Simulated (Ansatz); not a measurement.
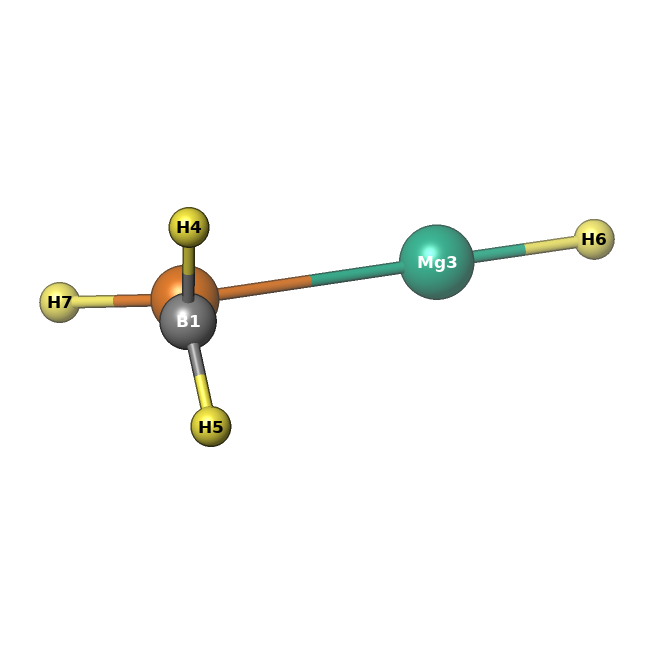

Al2 lies behind B1. The molecule seen nearly along the B1–Al2 bond, B1 in front. Depth is shown by fading: the farther an atom, the more it takes the colour of the background. The geometry was computed by an optimisation with PBE-D4/def2-SVP. No frequency run is at hand to confirm it as a minimum.

> What is the torsion angle H4–B1–Al2–Mg3? The sign is positive where the front bond must turn clockwise to cover the back bond.

84°, about perpendicular.
